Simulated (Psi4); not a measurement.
# AsH3 (SMILES [H][As]([H])[H]) at wB97M-V/6-31G(d) (spherical functions, sweep point 8)

Aim: the vertical ionisation energy of AsH3 at wB97M-V/6-31G* (spherical functions, sweep point 8), from 2 runs. The job is set up through a Python script.

The results are computed with Psi4 1.11.

4 further runs of the same task are left out: 4 set aside as unsound or not needed.

## (1) The structure to begin with

The species is AsH3 (4 atoms), meant as a singlet with charge 0. As SMILES, `[H][As]([H])[H]`. Geometry: a GFN2-xTB relaxation, a rough one for these elements and not checked as a minimum.

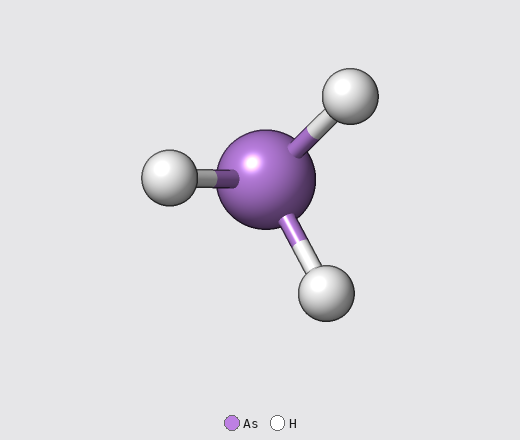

Viewed from a chosen angle; arsenic purple, hydrogen white.

## (2) A single-point energy at wB97M-V/6-31G(d) (spherical functions, sweep point 8)

calc.py reads:

```python
import psi4

psi4.set_memory(1600000000)
psi4.set_num_threads(1)
psi4.set_output_file('ash3.out', False)

mol = psi4.geometry("""
0 1
As    -0.00825810     0.01046908     1.23960365
H      2.29888963    -0.05612487    -0.39296855
H     -1.10129459     2.00515060    -0.43905897
H     -1.18933693    -1.95951371    -0.40757613
units bohr
symmetry c1
""")

psi4.set_options({
    'basis': '6-31G*',
    'reference': 'rks',
    'puream': True,
    'scf_type': 'pk',
    'dft_radial_points': 250,
    'dft_spherical_points': 1202,
})

e_tot, wfn = psi4.energy("wb97m-v", molecule=mol, return_wfn=True)
print(f'wb97m-v energy: {e_tot:.10f} Eh')
```

On the command line:

```console
python calc.py
```

ash3.out:

```text
[...]
  Running in c1 symmetry.
[...]
  Nuclear repulsion =   35.776758224529289
[...]
  Multiplicity = 1
[...]
  Nalpha       = 18
  Nbeta        = 18
[...]
    Number of basis functions: 38
[...]
   @RKS iter   1: -2236.14862874853088   -2.22683e+00   6.41554e-02 DIIS/ADIIS
[...]
   @RKS iter   7: -2237.22477954768146   -9.98052e-08   9.23938e-07 DIIS
[...]
    Orbital Energies [Eh]
    ---------------------
    Doubly Occupied:
       1A   -426.445054     2A    -54.143211     3A    -48.312823
       4A    -48.312823     5A    -48.311621     6A     -7.190035
       7A     -5.208363     8A     -5.208355     9A     -5.203619
      10A     -1.748602    11A     -1.748594    12A     -1.745027
      13A     -1.745012    14A     -1.742550    15A     -0.758761
      16A     -0.456421    17A     -0.455857    18A     -0.370081
[...]
  @RKS Final Energy: -2237.22477954768146
   => Energetics <=
    Nuclear Repulsion Energy =             35.7767582245292886
    One-Electron Energy =               -3186.6552503465009067
    Two-Electron Energy =                 980.3308786484828943
    DFT Exchange-Correlation Energy =     -66.8277567825537773
    Empirical Dispersion Energy =           0.0000000000000000
    VV10 Nonlocal Energy =                  0.1505907083614876
    Total Energy =                      -2237.2247795476814645
[...]
 Multipole Moments:
 ------------------------------------------------------------------------------------
     Multipole            Electronic (a.u.)      Nuclear  (a.u.)        Total (a.u.)
 ------------------------------------------------------------------------------------
 L = 1.  Multiply by 2.5417464519 to convert [e a0] to [Debye]
 Dipole X            :         -0.0153468            0.0176566            0.0023098
 Dipole Y            :          0.0204878           -0.0223939           -0.0019062
 Dipole Z            :          2.4176586           -2.6503826           -0.2327240
 Magnitude           :                                                    0.2327432
[...]
```

The script printed:

```text
wb97m-v energy: -2237.2247795477 Eh
```

Run time: 53 s. Hardware: 1 thread of Intel Xeon Platinum 8375C at 2.90GHz (Ice Lake), shared host; peak memory 1.2 GiB.

## (3) The doublet cation, same level

ash3.py reads:

```python
import psi4

psi4.set_memory('1600 MB')
psi4.set_num_threads(1)
psi4.set_output_file('output.dat', False)

m = psi4.geometry("""
1 2
As    -0.00825810     0.01046908     1.23960365
H      2.29888963    -0.05612487    -0.39296855
H     -1.10129459     2.00515060    -0.43905897
H     -1.18933693    -1.95951371    -0.40757613
units au
symmetry c1
""")

psi4.set_options({
    'basis': '6-31G*',
    'reference': 'uks',
    'puream': True,
    'scf_type': 'pk',
    'dft_radial_points': 250,
    'dft_spherical_points': 1202,
    'maxiter': 150,
})

e_tot = psi4.energy('WB97M-V')
print(f'WB97M-V energy: {e_tot:.10f} Eh')
```

On the command line:

```console
python ash3.py
```

output.dat:

```text
[...]
  Running in c1 symmetry.
[...]
  Nuclear repulsion =   35.776758224529289
[...]
  Multiplicity = 2
[...]
  Nalpha       = 18
  Nbeta        = 17
[...]
    Number of basis functions: 38
[...]
   @UKS iter   1: -2235.96297045566916   -2.04117e+00   6.21318e-02 DIIS/ADIIS
[...]
   @UKS iter   9: -2236.83760632320673   -8.97944e-09   4.58497e-07 DIIS
[...]
   @S^2 Observed:                7.511513740E-01
[...]
    Orbital Energies [Eh]
    ---------------------
    Alpha Occupied:
       1A   -426.789009     2A    -54.485218     3A    -48.656730
       4A    -48.654161     5A    -48.654159     6A     -7.532550
       7A     -5.553939     8A     -5.547035     9A     -5.547028
      10A     -2.091192    11A     -2.091035    12A     -2.091015
      13A     -2.084420    14A     -2.084406    15A     -1.075005
      16A     -0.748143    17A     -0.747476    18A     -0.713158
    Alpha Virtual:
      19A     -0.165135    20A     -0.164861    21A     -0.069226
      22A      0.041235    23A      0.057830    24A      0.058003
      25A      0.137012    26A      0.249984    27A      0.265936
[...]
  @UKS Final Energy: -2236.83760632320673
   => Energetics <=
    Nuclear Repulsion Energy =             35.7767582245292886
    One-Electron Energy =               -3174.6931897380936789
    Two-Electron Energy =                 968.6182038163241259
    DFT Exchange-Correlation Energy =     -66.6871804137072814
    Empirical Dispersion Energy =           0.0000000000000000
    VV10 Nonlocal Energy =                  0.1478017877411852
    Total Energy =                      -2236.8376063232062734
[...]
 Multipole Moments:
 ------------------------------------------------------------------------------------
     Multipole            Electronic (a.u.)      Nuclear  (a.u.)        Total (a.u.)
 ------------------------------------------------------------------------------------
 L = 1.  Multiply by 2.5417464519 to convert [e a0] to [Debye]
 Dipole X            :         -0.0152134            0.0176566            0.0024431
 Dipole Y            :          0.0203587           -0.0223939           -0.0020352
 Dipole Z            :          2.3925737           -2.6503826           -0.2578088
 Magnitude           :                                                    0.2578285
[...]
```

On the terminal:

```text
WB97M-V energy: -2236.8376063232 Eh
```

Wall time 83 s (1 thread of Intel Xeon Platinum 8375C at 2.90GHz (Ice Lake), shared host); peak memory 1.2 GiB.

## (4) Results

Level: wB97M-V/6-31G* (spherical functions, sweep point 8).

| quantity | value |
| --- | --- |
| singlet AsH3: total energy | -2237.22478 Eh |
| singlet AsH3: dipole moment | 0.59 D |
| singlet AsH3: HOMO energy | -10.07 eV |
| singlet AsH3: LUMO energy | 2.92 eV |
| singlet AsH3: HOMO–LUMO gap | 12.99 eV |
| doublet cation: total energy | -2236.83761 Eh |
| doublet cation: HOMO energy (highest over α and β) | -19.41 eV |
| doublet cation: LUMO energy (lowest over α and β) | -11.08 eV |
| doublet cation: ⟨S²⟩ | 0.751 |
| vertical ionisation energy (to the doublet cation) | 10.536 eV |

In words: Removing an electron at fixed nuclei costs 10.54 eV (243 kcal/mol). The negative HOMO energy of the first species, 10.07 eV, lies 0.47 eV below that difference.
